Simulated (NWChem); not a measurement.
# MoN2H2ClF (SMILES [NH]=[Mo](=[NH])([F])[Cl]) at 4 levels

Wanted: a comparison of 4 runs (HF/STO-3G, HF/3-21G, B3LYP/STO-3G, B3LYP/def2-SVP) of MoN2H2ClF. 

The results are computed with NWChem 7.3.0.

## 1. The molecule

MoN2H2ClF has 7 atoms, charge 0, and is taken as a singlet. SMILES: `[NH]=[Mo](=[NH])([F])[Cl]`. Geometry: relaxed at PBE0-D4/def2-TZVP.

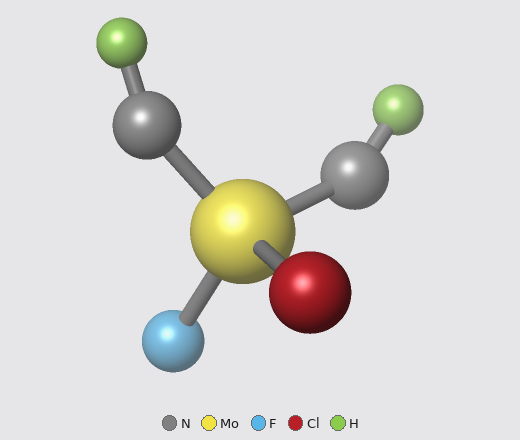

The structure, seen from a chosen angle (nitrogen grey, molybdenum yellow, fluorine blue, chlorine red, hydrogen green).

## 2. Energy and gradient at HF/STO-3G (run 1)

clfh2mon2.xyz reads:

```xyz
7

N     -1.135500     0.439800     0.806500
Mo    -0.133800    -0.011500    -0.507300
N      1.306600    -0.698100     0.115100
F     -1.016800    -1.293100    -1.517200
Cl     0.438700     1.887600    -1.610800
H     -1.323000     0.560300     1.793600
H      1.925100    -0.953100     0.874400
```

clfh2mon2.nw reads:

```
START clfh2mon2
memory total 2200 mb

GEOMETRY units angstrom noautosym nocenter noautoz
load format xyz clfh2mon2.xyz
END

BASIS spherical bse
N library STO-3G
Mo library STO-3G
F library STO-3G
Cl library STO-3G
H library STO-3G
END

SCF
thresh 1e-08
maxiter 80
END

TASK scf gradient
```

Run with:

```sh
$ nwchem clfh2mon2.nw > clfh2mon2.out
```

Log:

```text
[...]
  functions       =    53
[...]
  wavefunction    = RHF
[...]
         Total SCF energy =  -4597.353290489157
      One-electron energy =  -7524.279615192931
      Two-electron energy =   2343.148461683291
 Nuclear repulsion energy =    583.777863020483
        Time for solution =     24.2s
[...]
                         RHF ENERGY GRADIENTS
    atom               coordinates                        gradient
                 x          y          z           x          y          z
   1 N      -2.145784   0.831101   1.524064   -0.052468   0.029191   0.089468
   2 Mo     -0.252845  -0.021732  -0.958658    0.007020   0.051860  -0.060235
   3 N       2.469116  -1.319218   0.217507    0.088484  -0.036489   0.049582
   4 F      -1.921473  -2.443605  -2.867092   -0.032543  -0.047098  -0.037460
   5 Cl      0.829023   3.567047  -3.043971    0.000826   0.000330   0.002365
   6 H      -2.500107   1.058813   3.389413    0.005469  -0.004082  -0.025019
   7 H       3.637912  -1.801098   1.652376   -0.016789   0.006289  -0.018701
[...]
```

It took 32 s on 1 thread of Intel Xeon Platinum 8375C at 2.90GHz (Ice Lake), shared host; peak memory 0.1 GiB.

## 3. Energy and forces at HF/3-21G (run 2)

run.nw reads:

```
echo
start run
memory stack 880 mb heap 220 mb global 1100 mb
charge 0

geometry noautosym nocenter noautoz
  N     -1.135500     0.439800     0.806500
  Mo    -0.133800    -0.011500    -0.507300
  N      1.306600    -0.698100     0.115100
  F     -1.016800    -1.293100    -1.517200
  Cl     0.438700     1.887600    -1.610800
  H     -1.323000     0.560300     1.793600
  H      1.925100    -0.953100     0.874400
end

basis spherical bse
  N library 3-21G
  Mo library 3-21G
  F library 3-21G
  Cl library 3-21G
  H library 3-21G
end

scf
  thresh 1e-08
  maxiter 80
end

task scf gradient
```

Run with:

```sh
$ nwchem run.nw > run.out
```

Log:

```text
[...]
  functions       =    80
[...]
  wavefunction    = RHF
[...]
         Total SCF energy =  -4622.215577160869
      One-electron energy =  -7544.535144174342
      Two-electron energy =   2338.541703992991
 Nuclear repulsion energy =    583.777863020483
        Time for solution =     29.9s
[...]
                         RHF ENERGY GRADIENTS
    atom               coordinates                        gradient
                 x          y          z           x          y          z
   1 N      -2.145784   0.831101   1.524064   -0.005985   0.003411  -0.004001
   2 Mo     -0.252845  -0.021732  -0.958658    0.010461   0.036524  -0.022853
   3 N       2.469116  -1.319218   0.217507    0.004018  -0.001253  -0.006805
   4 F      -1.921473  -2.443605  -2.867092    0.000200  -0.000020   0.000729
   5 Cl      0.829023   3.567047  -3.043971   -0.011029  -0.036905   0.021775
   6 H      -2.500107   1.058813   3.389413    0.001315  -0.000948   0.005528
   7 H       3.637912  -1.801098   1.652376    0.001020  -0.000809   0.005628
[...]
```

It took 40 s on 1 thread of Intel Xeon Platinum 8375C at 2.90GHz (Ice Lake), shared host; peak memory 0.099 GiB.

Run 3 isn't shown in full; the table further down has it.

## 4. Energy and gradient at B3LYP/def2-SVP (core potential) (run 4)

run.py reads:

```python
from ase import Atoms
from ase.calculators.nwchem import NWChem

system = Atoms(['N', 'Mo', 'N', 'F', 'Cl', 'H', 'H'], positions=[
    [-1.135500, 0.439800, 0.806500],
    [-0.133800, -0.011500, -0.507300],
    [1.306600, -0.698100, 0.115100],
    [-1.016800, -1.293100, -1.517200],
    [0.438700, 1.887600, -1.610800],
    [-1.323000, 0.560300, 1.793600],
    [1.925100, -0.953100, 0.874400],
])

calc = NWChem(
    label='run',
    theory='dft',
    memory='2200 mb',
    basis='def2-SVP',
    basispar='spherical bse',
    dft={'xc': 'b3lyp', 'mult': '1', 'grid': 'fine', 'convergence': 'energy 1e-08', 'iterations': '100', 'mulliken': None},
    **{'ecp bse': {'Mo library': 'def2-SVP'}},
)
system.calc = calc

forces = system.get_forces()
print("Total energy (eV):", round(system.get_potential_energy(), 6))
print("forces (eV/A):")
for s, f in zip(system.symbols, forces):
    print(f"{s:2s} {f[0]:10.5f} {f[1]:10.5f} {f[2]:10.5f}")
print("dipole (e A):", system.get_dipole_moment().round(4))
```

Run with:

```sh
$ export ASE_NWCHEM_COMMAND="nwchem PREFIX.nwi > PREFIX.nwo"
$ python run.py
```

Log:

```text
Total energy (eV): -20103.928208
forces (eV/A):
N    -0.23927    0.08587    0.18121
Mo   -0.15118   -0.10516   -0.37656
N     0.26750   -0.15005    0.03646
F    -0.16717   -0.24307   -0.18975
Cl    0.13786    0.46917   -0.28493
H    -0.12948    0.06741    0.37554
H     0.28174   -0.12424    0.25809
dipole (e A): [ 0.1656 -0.0499  0.6684]
```

The calculator wrote run.nwi:

```
title "run"

permanent_dir run

scratch_dir run

start run

geometry units angstrom nocenter noautosym noautoz
  N  -1.1355000000000000e+00 4.3980000000000002e-01 8.0649999999999999e-01
  Mo -1.3380000000000000e-01 -1.1500000000000000e-02 -5.0729999999999997e-01
  N  1.3066000000000000e+00 -6.9810000000000005e-01 1.1509999999999999e-01
  F  -1.0167999999999999e+00 -1.2930999999999999e+00 -1.5172000000000001e+00
  Cl 4.3869999999999998e-01 1.8875999999999999e+00 -1.6108000000000000e+00
  H  -1.3230000000000000e+00 5.6030000000000002e-01 1.7936000000000001e+00
  H  1.9251000000000000e+00 -9.5309999999999995e-01 8.7439999999999996e-01
end

memory 2200 mb

basis spherical bse noprint
   * library def2-SVP
end

dft
  xc b3lyp
  mult 1
  grid fine
  convergence energy 1e-08
  iterations 100
  mulliken
end
ecp bse
  Mo library def2-SVP
end

task dft gradient
```

run.nwo:

```text
Northwest Computational Chemistry Package (NWChem) 7.3.0
             --------------------------------------------------------

           Job information
           ---------------

    nwchem branch   = 7.3.0
    use scalapack   = T
    input           = run.nwi
    prefix          = run.
    data base       = run/run.db
    status          = startup
    nproc           =        1

           Memory information
           ------------------

    heap     =     72089596 doubles =      550.0 Mbytes
    stack    =     72089601 doubles =      550.0 Mbytes
    global   =    144179200 doubles =     1100.0 Mbytes (distinct from heap & stack)
    total    =    288358397 doubles =     2200.0 Mbytes
    verify   = yes
    hardfail = no

[... 114 lines left out ...]
  convergence criterion.
[... 42 lines left out ...]
          Spatial weights used:  Erf1
[... 78 lines left out ...]
         Total DFT energy =     -738.805740738137
[... 3 lines left out ...]
 Nuclear repulsion energy =      268.637793810518
[... 786 lines left out ...]
          Convergence on gradient requested:  5.00D-04
[... 29 lines left out ...]
          total energy or number of iterations.
[... 38 lines left out ...]
                 ----------------------------------------
                 |  Time  |  1-e(secs)   |  2-e(secs)   |
                 ----------------------------------------
                 |  CPU   |       0.09   |      10.79   |
                 ----------------------------------------
                 |  WALL  |       0.09   |      10.79   |
                 ----------------------------------------

 Task  times  cpu:       64.4s     wall:       64.4s
 Total times  cpu:       64.5s     wall:       64.5s
```

It took 66 s on 1 thread of Intel Xeon Platinum 8375C at 2.90GHz (Ice Lake), shared host; peak memory 0.14 GiB.

## 5. The series

| run | level | iteration cap | module | energy (Eh) | dipole moment (D) | HOMO energy (eV) | LUMO energy (eV) | wall time |
| --- | --- | --- | --- | --- | --- | --- | --- | --- |
| 1 | HF/STO-3G | 80 | scf | -4597.353290 | 3.72 | -8.73 | 4.69 | 32 s |
| 2 | HF/3-21G | 80 | scf | -4622.215577 | 5.39 | -11.53 | 0.53 | 40 s |
| 3 | B3LYP/STO-3G | 100 | dft | -4600.820077 | 3.37 | -5.01 | 0.96 | 39 s |
| 4 | B3LYP/def2-SVP (core potential) | 100 | dft | -738.805741 | 3.32 | -8.02 | -2.44 | 66 s |

## 6. Results

| quantity | value |
| --- | --- |
| run 4: total energy | -738.80574 Eh |
| run 4: dipole moment | 3.32 D |
| run 4: HOMO energy | -8.02 eV |
| run 4: LUMO energy | -2.44 eV |
| run 4: HOMO–LUMO gap | 5.58 eV |
| run 4: largest force on an atom | 0.566 eV/Å |

What this shows: The dipole moment (its size) runs from 3.32 D (B3LYP/def2-SVP) to 5.39 D (HF/3-21G). The two ends differ in method and basis and core potential. The HOMO–LUMO gap runs from 5.58 eV (B3LYP/def2-SVP) to 13.41 eV (HF/STO-3G). Some runs of one species differ in core potentials or relativity; totals across that change don't compare. In runs 1, 3 the basis is minimal, so the values are rough. In runs 1, 2, 3 relativity is left out where basis or elements ask for it. All runs together took 3 min, the longest 66 s.
